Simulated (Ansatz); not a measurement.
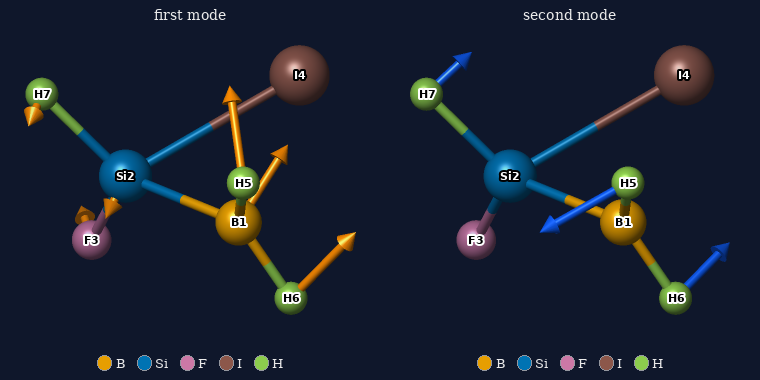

The system is BFH₃ISi, SMILES B[SiH](F)I; the picture shows the reference structure; its two panels give the patterns of the first and the second mode as arrows. First axis: normal mode 2 (190 cm⁻¹). Second axis: normal mode 7 (628 cm⁻¹). Nothing is relaxed (straight displacements along the two mass-weighted modes). Grid: 9 × 9 points. Points are written as (first, second). Energies: eV, counted from the lowest grid point. Theory: RKS PBE-D4/def2-SVP in Ansatz 0.2.0.

Its coordinates:

```xyz
7

B    -0.1959    0.9157    0.5609
Si    0.6228   -0.6072   -0.3419
F     1.1742   -0.5465   -1.8798
I    -1.9481   -0.7149   -0.3015
H    -0.3159    0.8609    1.7673
H    -0.3859    1.9320   -0.0721
H     1.1100   -1.9081    0.2213
```

Range: normal mode 2 (190 cm⁻¹) from −1.65 to 1.65 amu½·Å; normal mode 7 (628 cm⁻¹) from −0.667 to 0.667 amu½·Å.

What will the energy surface look like?

The lowest grid point is at (0.00 amu½·Å, 0.000 amu½·Å). It is the only kind of minimum in the scanned range. The highest grid point, (1.65 amu½·Å, 0.667 amu½·Å), lies 0.834 eV above the lowest.

```csv
"normal mode 7 (628 cm⁻¹) ↓, normal mode 2 (190 cm⁻¹) →",−1.65,−1.24,−0.82,−0.41,0.00,0.41,0.82,1.24,1.65
0.667,0.427,0.391,0.380,0.388,0.411,0.454,0.528,0.648,0.834
0.500,0.291,0.239,0.212,0.204,0.213,0.242,0.302,0.408,0.581
0.334,0.211,0.147,0.109,0.090,0.088,0.107,0.156,0.252,0.413
0.167,0.177,0.103,0.055,0.029,0.021,0.034,0.078,0.167,0.320
0.000,0.182,0.097,0.042,0.011,0.000,0.012,0.056,0.144,0.294
−0.167,0.226,0.129,0.067,0.031,0.020,0.035,0.082,0.174,0.327
−0.334,0.315,0.206,0.134,0.095,0.084,0.103,0.157,0.256,0.416
−0.500,0.460,0.337,0.256,0.212,0.201,0.224,0.286,0.395,0.564
−0.667,0.673,0.535,0.445,0.395,0.384,0.411,0.481,0.600,0.779
```

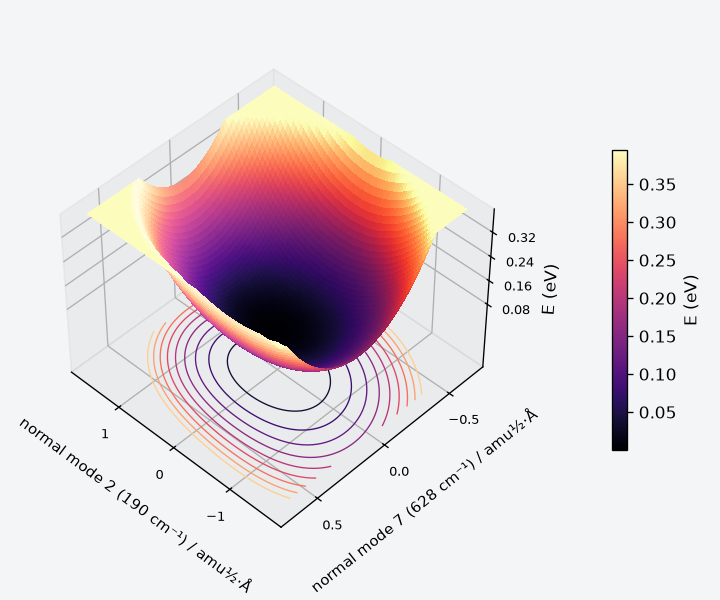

The picture shows a relief with its contours projected below, any walls above the top of the colour scale cut off. Between grid points the surface is interpolated.

Time for the 81 points that were run: 16 min on 1 thread of Arm Neoverse V1 (shared host).
